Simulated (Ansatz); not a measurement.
Start from BN in the wurtzite structure (space group P6_3mc, No. 186; a = 2.541 Å, c = 4.203 Å).

The change: the cell is scaled by 0.9940 in all directions; the atoms relax in the strained cell.

Method: PBEsol in Ansatz (plane waves to 420 eV, PAW, scalar-relativistic without spin-orbit coupling).

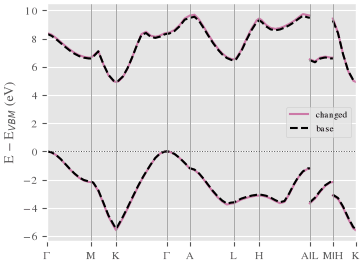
Highest valence and lowest conduction band along the path, each from its own valence-band maximum

### Question
Read the changed gap and its character from the plot.

### Answer
About 4.9 eV, indirect, Γ → K.

Whether these cells are dynamically stable was not tested.

Ansatz is a quantum-chemistry and plane-wave program.
